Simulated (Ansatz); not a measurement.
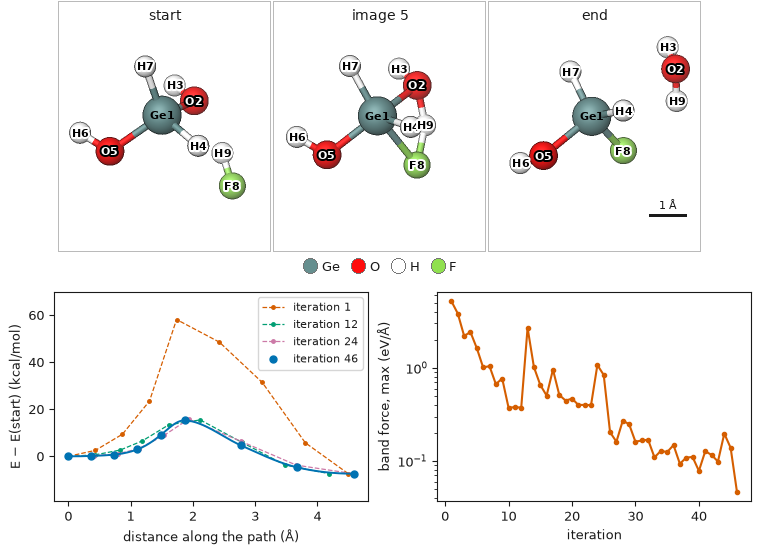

NEB run on GeH$_{5}$O$_{2}$F. Images are numbered from 0 (start) to 8 (end). The plot follows the band through its iterations. A ball-and-stick model, seen from a free direction.

Theory: RKS PBE0/def2-SVP (Ansatz). Run with 7 movable images; climbing image; force threshold 0.05 eV/Å; iteration limit 60; optimiser L-BFGS; starting path through a guess of the saddle point.

### Did the band converge, and can the barrier be trusted?

The run is converged, with reservations. The band converged in 46 iterations. The largest component of the band force went from 5.2 to 0.047 eV/Å. The climbing image converged on the top of the path. Its curvatures weren't checked. The first iteration put the highest image at 58.1 kcal/mol. Forward barrier 15.3 kcal/mol, backward barrier 22.7 kcal/mol, with image 5 at the top; the reaction energy is −7.4 kcal/mol.
